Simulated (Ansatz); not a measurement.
The parent structure is PbTe in the rock salt structure (space group Fm-3m, No. 225; a = 6.442 Å).

Modification: a hydrostatic pressure of 4.5 GPa.

Calculations: PBEsol in Ansatz (plane waves to 420 eV, PAW, spin-orbit coupling left out).

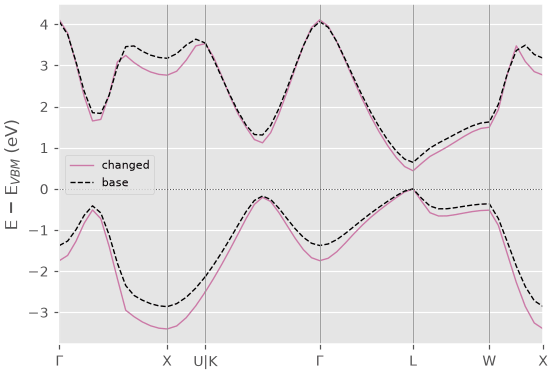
*Highest valence and lowest conduction band along the path, each from its own valence-band maximum*

From the figure, how large is the changed gap, and is it direct?

About 0.4 eV, direct at L.

Spin-orbit coupling, missing from the scalar runs, can matter with Pb and Te. Load acts through the strain it causes; cell and atoms are relaxed under it. Whether these cells are dynamically stable was not tested.

Ansatz is a program for electronic structure.
